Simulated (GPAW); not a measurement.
## H2 in line between two Cu chains: relaxation, then transmission at several levels

Aim: the conductance of H2 in line between two Cu chains after relaxation, and whether geometry, basis or functional moves it most.

Method: GPAW LCAO, PAW setups; relaxation of the junction within the symmetry of its start, lead ends held, in the first sound run; inputs show where later runs differ, in GPAW 26.7.0.

## 1. The starting structure

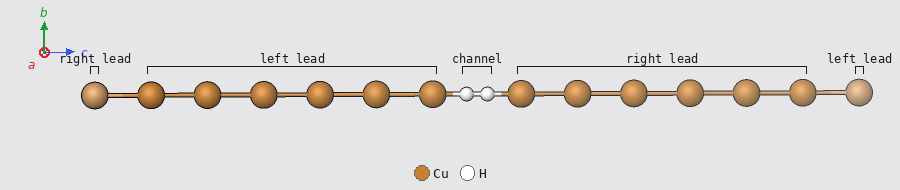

The starting structure, seen from the side, with the c axis across the page (copper orange, hydrogen white). Some periodic images of atoms are drawn too.

The cell holds 14 atoms: 12 Cu and 2 H. Cell: a = 9.000 Å, b = 9.000 Å, c = 28.916 Å, α = 90.0°, β = 90.0°, γ = 90.0°. Regions: left lead, 6 atoms (6 Cu); channel, 2 atoms (2 H); right lead, 6 atoms (6 Cu). Vacuum lies along a and b. The structure is stacked along c, and the current runs across the ab planes.

## 2. Relaxation

Transmission follows bond lengths closely, so the atoms between the held lead ends are relaxed first, within whatever symmetry the start has.

Input file run.py:

```python
import json
from ase import Atoms
from ase.constraints import FixAtoms
from ase.optimize import BFGS
from gpaw import GPAW, FermiDirac

device = Atoms(
    ['Cu', 'Cu', 'Cu', 'Cu', 'Cu', 'Cu', 'H', 'H', 'Cu', 'Cu', 'Cu', 'Cu', 'Cu', 'Cu'],
    positions=[
        [4.50000, 4.50000, 1.15000],
        [4.50000, 4.50000, 3.45000],
        [4.50000, 4.50000, 5.75000],
        [4.50000, 4.50000, 8.05000],
        [4.50000, 4.50000, 10.35000],
        [4.50000, 4.50000, 12.65000],
        [4.50000, 4.50000, 14.03300],
        [4.50000, 4.50000, 14.88300],
        [4.50000, 4.50000, 16.26600],
        [4.50000, 4.50000, 18.56600],
        [4.50000, 4.50000, 20.86600],
        [4.50000, 4.50000, 23.16600],
        [4.50000, 4.50000, 25.46600],
        [4.50000, 4.50000, 27.76600]],
    cell=[[9.0, 0.0, 0.0], [0.0, 9.0, 0.0], [0.0, 0.0, 28.916]],
    pbc=True)

device.set_constraint(FixAtoms([0, 1, 2, 3, 4, 9, 10, 11, 12, 13]))
device.calc = GPAW(mode='lcao', basis='dzp', xc='PBE', h=0.18,
                   kpts={'size': (1, 1, 3), 'gamma': True},
                   symmetry={'tolerance': 1e-3, 'extra_ids': [1, 1, 1, 1, 1, 0, 0, 0, 0, 1, 1, 1, 1, 1]},
                   occupations=FermiDirac(0.1), maxiter=250,
                   mixer=dict(beta=0.1, nmaxold=8, weight=100.0),
                   convergence=dict(density=0.0001), txt='relax.txt')
path = []
opt = BFGS(device, maxstep=0.15)
opt.attach(lambda: path.append((device.get_potential_energy(), device.positions.tolist(), device.get_forces().tolist())))
relaxed = bool(opt.run(fmax=0.05, steps=50))
json.dump(dict(relaxed=relaxed, path=path, positions=device.positions.tolist(), moments=device.get_magnetic_moments().tolist(),
               forces=device.get_forces(apply_constraint=False).tolist()), open('result.json', 'w'))
```

Run with:

```bash
OMP_NUM_THREADS=1 OPENBLAS_NUM_THREADS=1 python run.py
```

What it wrote:

```text
Step          Energy          fmax
BFGS:    0      -19.455952        2.906177
BFGS:    1      -19.657959        1.828690
BFGS:    2      -19.820431        0.558133
BFGS:    3      -19.837726        0.294663
BFGS:    4      -19.839603        0.117011
BFGS:    5      -19.840071        0.016749
```

It took 2.4 min on 1 thread of Arm Neoverse V1, shared host; peak memory 1.2 GiB.

Relaxation path:

```
step  energy less that of the first step (eV)  largest force (eV/Å)
   1                                   0.0000                2.9062
   2                                  -0.1997                1.8287
   3                                  -0.3582                0.5581
   4                                  -0.3744                0.2947
   5                                  -0.3764                0.1170
   6                                  -0.3771                0.0167
```

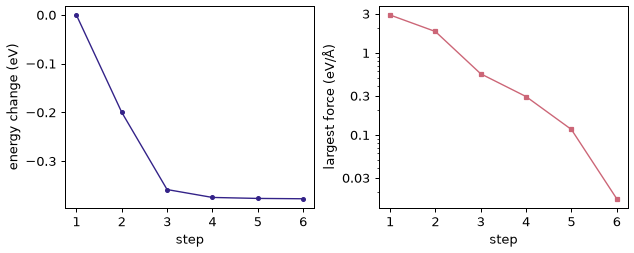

Energy and largest force along the relaxation.

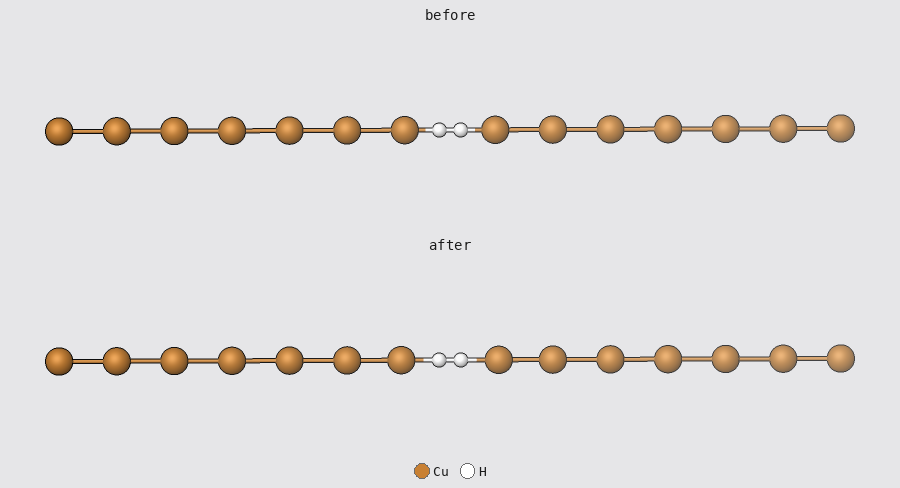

Before and after, at one scale.

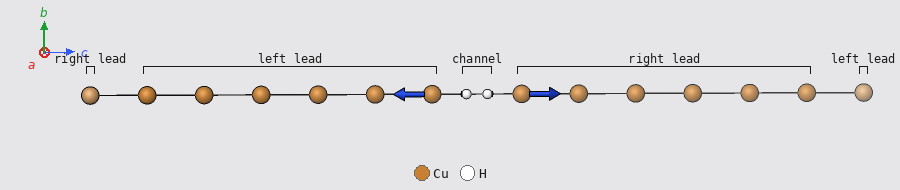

Displacements in the relaxation, exaggerated; the longest in the cell stands for 0.14 Å. Some periodic images of atoms are drawn too.

The atoms that moved most (Å):

```
atom     dx     dy      dz  length
 Cu6  0.000  0.000  -0.139   0.139
 Cu9  0.000  0.000   0.139   0.139
  H8  0.000  0.000   0.009   0.009
  H7  0.000  0.000  -0.009   0.009
```

Final coordinates:

```cif
data_structure
_symmetry_space_group_name_H-M 'P 1'
_symmetry_Int_Tables_number 1
_cell_length_a 9.0000
_cell_length_b 9.0000
_cell_length_c 28.9160
_cell_angle_alpha 90.000
_cell_angle_beta 90.000
_cell_angle_gamma 90.000
_cell_volume 2342.20
loop_
_atom_site_label
_atom_site_type_symbol
_atom_site_fract_x
_atom_site_fract_y
_atom_site_fract_z
_atom_site_occupancy
Cu1 Cu 0.50000 0.50000 0.03977 1
Cu2 Cu 0.50000 0.50000 0.11931 1
Cu3 Cu 0.50000 0.50000 0.19885 1
Cu4 Cu 0.50000 0.50000 0.27839 1
Cu5 Cu 0.50000 0.50000 0.35793 1
Cu6 Cu 0.50000 0.50000 0.43268 1
H7 H 0.50000 0.50000 0.48499 1
H8 H 0.50000 0.50000 0.51501 1
Cu9 Cu 0.50000 0.50000 0.56732 1
Cu10 Cu 0.50000 0.50000 0.64207 1
Cu11 Cu 0.50000 0.50000 0.72161 1
Cu12 Cu 0.50000 0.50000 0.80115 1
Cu13 Cu 0.50000 0.50000 0.88069 1
Cu14 Cu 0.50000 0.50000 0.96023 1
```

The relaxation lowered the energy of the cell by 0.377 eV (energies extrapolated to zero smearing; the optimiser's log prints free energies). The largest force left on a free atom is 0.017 eV/Å.

## 3. GPAW, dzp

Localised orbitals split the wire into layers that couple to their neighbours alone, which is what the Green's function method needs; double zeta with polarisation is the usual level for numbers.

This step: GPAW LCAO, PAW setups; Landauer transmission from Green's functions with principal layers (ASE), zero bias (GPAW 26.7.0).

Input file run.py:

```python
import json
import numpy as np
from ase import Atoms
from ase.transport.calculators import TransportCalculator
from gpaw import GPAW, FermiDirac
from gpaw.lcao.tools import get_lcao_hamiltonian
from scipy.linalg import eigh

# The junction with lead layers at both ends, along the third cell vector
device = Atoms(
    ['Cu', 'Cu', 'Cu', 'Cu', 'Cu', 'Cu', 'H', 'H', 'Cu', 'Cu', 'Cu', 'Cu', 'Cu', 'Cu'],
    positions=[
        [4.50000, 4.50000, 1.15000],
        [4.50000, 4.50000, 3.45000],
        [4.50000, 4.50000, 5.75000],
        [4.50000, 4.50000, 8.05000],
        [4.50000, 4.50000, 10.35000],
        [4.50000, 4.50000, 12.51130],
        [4.50000, 4.50000, 14.02391],
        [4.50000, 4.50000, 14.89209],
        [4.50000, 4.50000, 16.40470],
        [4.50000, 4.50000, 18.56600],
        [4.50000, 4.50000, 20.86600],
        [4.50000, 4.50000, 23.16600],
        [4.50000, 4.50000, 25.46600],
        [4.50000, 4.50000, 27.76600]],
    cell=[[9.0, 0.0, 0.0], [0.0, 9.0, 0.0], [0.0, 0.0, 28.916]],
    pbc=True)

# One principal layer of the lead: the first 3 atoms of the device
lead = Atoms(
    ['Cu', 'Cu', 'Cu'],
    positions=[
        [4.50000, 4.50000, 1.15000],
        [4.50000, 4.50000, 3.45000],
        [4.50000, 4.50000, 5.75000]],
    cell=[[9.0, 0.0, 0.0], [0.0, 9.0, 0.0], [0.0, 0.0, 6.9]],
    pbc=True)

settings = dict(mode='lcao', basis='dzp', xc='PBE', h=0.2,
                occupations=FermiDirac(0.1), maxiter=250,
                mixer=dict(beta=0.1, nmaxold=8, weight=100.0),
                convergence=dict(density=0.0001))
energies = np.arange(-2, 2 + 1e-9, 0.025)
eta = 0.0001
n1, n2 = 1, 1
# k and -k transmit alike, so half of the mesh across the current serves
mesh = [(i, j) for i in range(n1) for j in range(n2) if (i, j) <= (-i % n1, -j % n2)]
weights = np.array([1 if (i, j) == (-i % n1, -j % n2) else 2 for i, j in mesh]) / (n1 * n2)

# [... helper functions left out ...]
fermi_lead = ground_state(lead, (1, 1, 16), 'lead.txt')
fermi_device = ground_state(device, (1, 1, 3), 'device.txt')
# [... loop over the mesh left out, but for ...]
        # Shift the lead onto the potential of the device's first layer
        shift = ((H[:, 0, 0] - H0[:, 0, 0]) / S0[0, 0]).real.mean()
# [...]
kT = 8.617333e-5 * 300
bias = [0.1, 0.2, 0.5, 1.0, 1.5, 2.0]
# [... integrals and printing left out ...]
```

What it wrote:

```text
basis functions: device 190, principal layer 45
Fermi level: lead -3.6828 eV, device -3.6250 eV; lead shifted by 0.0012 eV
largest coupling past the next layer 4.59e-05 eV, largest misfit of the first layer 0.017 eV
  E-E_F (eV)   T (one spin)  [channel counts left out]
    -2.000    9.4984e-01
    -1.975    9.5071e-01
    -1.950    9.5141e-01
    -1.925    9.5195e-01
    -1.900    9.5231e-01
    -1.875    9.5249e-01
    -1.850    9.5247e-01
    -1.825    9.5224e-01
    -1.800    9.5178e-01
    -1.775    9.5107e-01
    -1.750    9.5006e-01
    -1.725    9.5144e-01
    -1.700    9.5259e-01
    -1.675    9.5085e-01
    -1.650    9.4798e-01
    -1.625    9.4430e-01
[...]
1.825    9.8744e-01
     1.850    9.8875e-01
     1.875    9.8997e-01
     1.900    9.9112e-01
     1.925    9.9219e-01
     1.950    9.9317e-01
     1.975    9.9408e-01
     2.000    9.9491e-01
conductance at 300 K: 0.66511 G0 a cell; thermopower -3.253 uV/K
current from the zero-bias T(E) at 0.1 V: 5.1571 uA
current from the zero-bias T(E) at 0.2 V: 10.341 uA
current from the zero-bias T(E) at 0.5 V: 27.015 uA
current from the zero-bias T(E) at 1.0 V: 60.793 uA
current from the zero-bias T(E) at 1.5 V: 95.552 uA
current from the zero-bias T(E) at 2.0 V: 130.22 uA
```

Run time: 43 s. Hardware: 1 thread; peak memory 0.91 GiB.

Numbers from this step:

```yaml
conductance: 0.6651 G₀
largest_coupling_past_the_next_principal_layer: 4.59e-5 eV
largest_misfit_of_the_first_principal_layer: 0.01666 eV
shift_that_aligns_the_lead: 0.001192 eV
basis_functions_of_the_junction: 190
basis_functions_of_a_principal_layer: 45
transmission_at_the_fermi_level_one_spin: 0.6639
```

One spin. Transmission, zone mean against energy, zero at the Fermi level:

```
energy (eV)  transmission, zone mean
    -2.0000                    0.950
    -1.7500                    0.950
    -1.5000                    0.905
    -1.2500                    0.625
    -1.0000                    0.865
    -0.7500                    0.932
    -0.5000                    0.973
    -0.4000                    0.981
    -0.2500                    0.913
     0.0000                    0.664
     0.2500                    0.751
     0.5000                    0.818
     0.7500                    0.866
     1.0000                    0.905
     1.2500                    0.936
     1.5000                    0.963
     1.7500                    0.983
     2.0000                    0.995
```

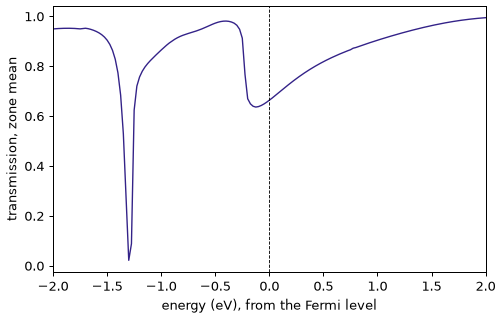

Transmission, zone mean against energy.

Not self-consistent under bias; the bias window is split evenly. Table of current through one cell, from the zero-bias transmission by bias:

```
bias (V)  current through one cell, from the zero-bias transmission (μA)
   0.100                                                            5.16
   0.200                                                            10.3
   0.500                                                            27.0
   1.000                                                            60.8
   1.500                                                            95.6
   2.000                                                             130
```

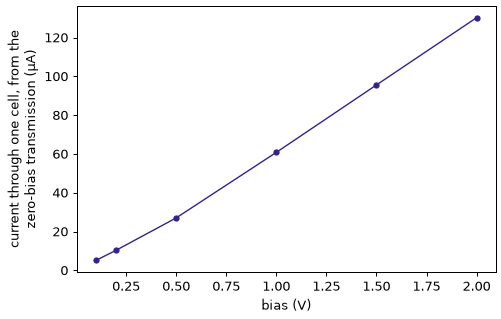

Current through one cell, from the zero-bias transmission against bias.

Transmission of the three most open eigenchannels against energy, zero at the Fermi level:

```
energy (eV)  channel 1  channel 2  channel 3
    -2.0000      0.950          0          0
    -1.7500      0.950     5.5e-9     5.5e-9
    -1.5000      0.900    0.00265    0.00265
    -1.2500      0.609     0.0105    0.00246
    -1.0000      0.848     0.0117    0.00267
    -0.7500      0.915     0.0106    0.00298
    -0.5000      0.955     0.0112    0.00367
    -0.2500      0.901    0.00516    0.00333
     0.0000      0.664          0          0
     0.2500      0.751          0          0
     0.5000      0.818          0          0
     0.7500      0.866          0          0
     1.0000      0.905          0          0
     1.2500      0.936          0          0
     1.5000      0.963          0          0
     1.7500      0.983          0          0
     2.0000      0.995          0          0
```

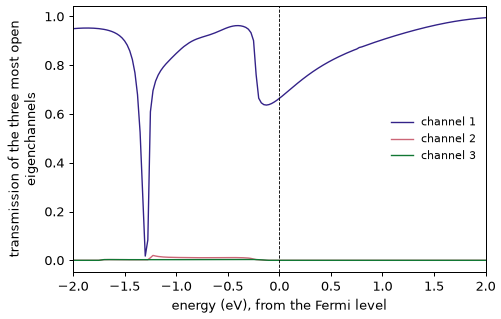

Transmission of the three most open eigenchannels against energy.

Couplings past the next layer reach 4.6e-5 eV, small enough to drop; the matrix elements of the cell's first layer differ from the bulk lead's by up to 0.017 eV. That layer keeps its own values in the calculation, and only beyond it is the lead taken as perfect. The Fermi levels of lead and junction count from different zeros of potential, one for each periodic cell; with both set to zero, the small remaining shift is what aligns them. By hand: G = 0.6651 × 77.48 μS = 51.5 μS, a resistance of 19.4 kΩ; at 0.1 V a linear junction would pass 5.15 μA, and the integral over the bias window gives 5.16 μA.

## 4. Single-zeta polarised basis

One radial function a shell plus polarisation makes the matrices smaller; the question is what that costs.

run.py, as its differences from that of step 3:

```diff
@@ -39,3 +39,3 @@
 
-settings = dict(mode='lcao', basis='dzp', xc='PBE', h=0.2,
+settings = dict(mode='lcao', basis='szp(dzp)', xc='PBE', h=0.2,
                 occupations=FermiDirac(0.1), maxiter=250,
```

What it wrote:

```text
basis functions: device 116, principal layer 27
Fermi level: lead -3.7203 eV, device -3.6876 eV; lead shifted by 0.0005 eV
largest coupling past the next layer 4.61e-05 eV, largest misfit of the first layer 0.021 eV
  E-E_F (eV)   T (one spin)  [channel counts left out]
    -2.000    9.7401e-01
    -1.975    9.7438e-01
    -1.950    9.7464e-01
    -1.925    9.7479e-01
    -1.900    9.7481e-01
    -1.875    9.7471e-01
    -1.850    9.7448e-01
    -1.825    9.7410e-01
    -1.800    9.7357e-01
    -1.775    9.7285e-01
    -1.750    9.7193e-01
    -1.725    9.7370e-01
    -1.700    9.7463e-01
    -1.675    9.7335e-01
    -1.650    9.7108e-01
    -1.625    9.6810e-01
[...]
1.825    9.9625e-01
     1.850    9.9685e-01
     1.875    9.9738e-01
     1.900    9.9784e-01
     1.925    9.9824e-01
     1.950    9.9857e-01
     1.975    9.9885e-01
     2.000    9.9907e-01
conductance at 300 K: 0.66729 G0 a cell; thermopower -4.596 uV/K
current from the zero-bias T(E) at 0.1 V: 5.1729 uA
current from the zero-bias T(E) at 0.2 V: 10.367 uA
current from the zero-bias T(E) at 0.5 V: 27.215 uA
current from the zero-bias T(E) at 1.0 V: 61.291 uA
current from the zero-bias T(E) at 1.5 V: 96.052 uA
current from the zero-bias T(E) at 2.0 V: 131.15 uA
```

Wall time 34 s (1 thread); peak memory 0.9 GiB.

This step gave:

```
conductance                                    : 0.6673 G₀
largest coupling past the next principal layer : 4.61e-5 eV
largest misfit of the first principal layer    : 0.02092 eV
shift that aligns the lead                     : 5.13e-4 eV
basis functions of the junction                : 116
basis functions of a principal layer           : 27
transmission at the Fermi level (one spin)     : 0.6666
```

One spin. Transmission, zone mean against energy, zero at the Fermi level:

```
energy (eV)  transmission, zone mean
    -2.0000                    0.974
    -1.7500                    0.972
    -1.5000                    0.934
    -1.2500                    0.540
    -1.0000                    0.862
    -0.7500                    0.914
    -0.5000                    0.944
    -0.3500                    0.969
    -0.2500                    0.926
     0.0000                    0.667
     0.2500                    0.773
     0.5000                    0.847
     0.7500                    0.896
     1.0000                    0.932
     1.2500                    0.961
     1.5000                    0.981
     1.7500                    0.994
     2.0000                    0.999
```

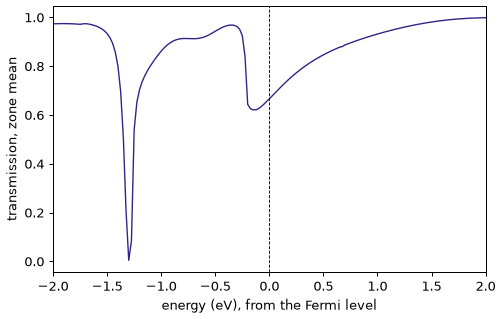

Transmission, zone mean against energy.

Not self-consistent under bias; the bias window is split evenly. Table of current through one cell, from the zero-bias transmission by bias:

```
bias (V)  current through one cell, from the zero-bias transmission (μA)
   0.100                                                            5.17
   0.200                                                            10.4
   0.500                                                            27.2
   1.000                                                            61.3
   1.500                                                            96.1
   2.000                                                             131
```

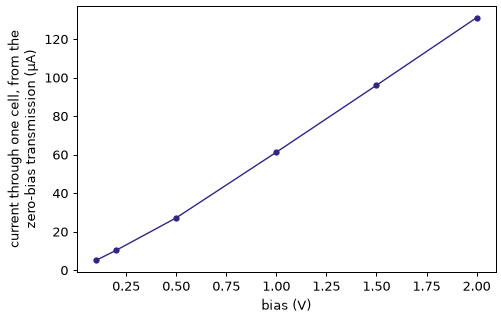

Current through one cell, from the zero-bias transmission against bias.

The transmission of the three most open eigenchannels by energy, zero at the Fermi level:

```
energy (eV)  channel 1  channel 2  channel 3
    -2.0000      0.974          0          0
    -1.7500      0.972     4.3e-9     4.3e-9
    -1.5000      0.929    0.00248    0.00248
    -1.2500      0.519     0.0163    0.00220
    -1.0000      0.847    0.00953    0.00252
    -0.7500      0.900    0.00802    0.00278
    -0.5000      0.929    0.00832    0.00332
    -0.2500      0.912    0.00538    0.00398
     0.0000      0.667          0          0
     0.2500      0.773          0          0
     0.5000      0.847          0          0
     0.7500      0.896          0          0
     1.0000      0.932          0          0
     1.2500      0.961          0          0
     1.5000      0.981          0          0
     1.7500      0.994          0          0
     2.0000      0.999          0          0
```

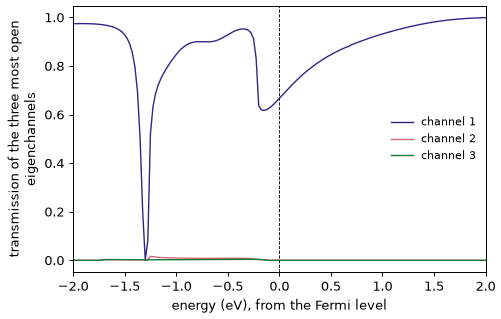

Transmission of the three most open eigenchannels against energy.

The conductance, 0.667 G₀, lies 0.3 % above that of the dzp run.

## 5. Minimal basis

The minimal basis is the cheapest rung: no second zeta and no polarisation.

run.py, as its differences from that of step 4:

```diff
@@ -39,3 +39,3 @@
 
-settings = dict(mode='lcao', basis='szp(dzp)', xc='PBE', h=0.2,
+settings = dict(mode='lcao', basis='sz(dzp)', xc='PBE', h=0.2,
                 occupations=FermiDirac(0.1), maxiter=250,
```

What it wrote:

```text
basis functions: device 74, principal layer 18
Fermi level: lead -3.5183 eV, device -3.4823 eV; lead shifted by 0.0015 eV
largest coupling past the next layer 4.64e-05 eV, largest misfit of the first layer 0.023 eV
  E-E_F (eV)   T (one spin)  [channel counts left out]
    -2.000    9.5088e-01
    -1.975    9.5309e-01
    -1.950    9.5525e-01
[...]
1.975    9.9881e-01
     2.000    9.9896e-01
conductance at 300 K: 0.75527 G0 a cell; thermopower -5.131 uV/K
current from the zero-bias T(E) at 0.1 V: 5.8486 uA
current from the zero-bias T(E) at 0.2 V: 11.679 uA
current from the zero-bias T(E) at 0.5 V: 29.419 uA
current from the zero-bias T(E) at 1.0 V: 64.884 uA
current from the zero-bias T(E) at 1.5 V: 101.12 uA
current from the zero-bias T(E) at 2.0 V: 138.08 uA
```

Run time: 27 s. Hardware: 1 thread; peak memory 0.86 GiB.

Numbers from this step:

```yaml
conductance: 0.7553 G₀
largest_coupling_past_the_next_principal_layer: 4.64e-5 eV
largest_misfit_of_the_first_principal_layer: 0.02294 eV
shift_that_aligns_the_lead: 0.001489 eV
basis_functions_of_the_junction: 74
basis_functions_of_a_principal_layer: 18
transmission_at_the_fermi_level_one_spin: 0.7565
```

The conductance, 0.755 G₀, lies 14 % above that of the dzp run.

## 6. RPBE in the dzp basis: xc = "RPBE"

Back in the dzp basis, the functional changes from PBE to RPBE, to set the spread between functionals beside that between bases.

run.py, as its differences from that of step 5:

```diff
@@ -39,3 +39,3 @@
 
-settings = dict(mode='lcao', basis='sz(dzp)', xc='PBE', h=0.2,
+settings = dict(mode='lcao', basis='dzp', xc='RPBE', h=0.2,
                 occupations=FermiDirac(0.1), maxiter=250,
```

What it wrote:

```text
basis functions: device 190, principal layer 45
Fermi level: lead -3.5233 eV, device -3.4714 eV; lead shifted by 0.0021 eV
largest coupling past the next layer 5.01e-05 eV, largest misfit of the first layer 0.015 eV
  E-E_F (eV)   T (one spin)  [channel counts left out]
    -2.000    9.5321e-01
    -1.975    9.5411e-01
    -1.950    9.5485e-01
[...]
1.975    9.9316e-01
     2.000    9.9405e-01
conductance at 300 K: 0.65455 G0 a cell; thermopower -3.262 uV/K
current from the zero-bias T(E) at 0.1 V: 5.0755 uA
current from the zero-bias T(E) at 0.2 V: 10.179 uA
current from the zero-bias T(E) at 0.5 V: 26.599 uA
current from the zero-bias T(E) at 1.0 V: 60.187 uA
current from the zero-bias T(E) at 1.5 V: 94.864 uA
current from the zero-bias T(E) at 2.0 V: 129.36 uA
```

Wall time 46 s (1 thread); peak memory 0.91 GiB.

Numbers from this step:

```yaml
conductance: 0.6546 G₀
largest_coupling_past_the_next_principal_layer: 5.01e-5 eV
largest_misfit_of_the_first_principal_layer: 0.01531 eV
shift_that_aligns_the_lead: 0.002145 eV
basis_functions_of_the_junction: 190
basis_functions_of_a_principal_layer: 45
transmission_at_the_fermi_level_one_spin: 0.6533
```

The conductance, 0.655 G₀, lies 1.6 % below that of the dzp run.

(Part 1 of 2 ends here.)

[Logs are printed without paths, hosts, clocks, repeated set-up lines and the standing remarks that a program may print on its own settings, such as how far it seeks lower states.]

[Hosts, paths, dates, database ids (printed as entryN), source tags and the programs' standing remarks are cut or masked in the printed files.]
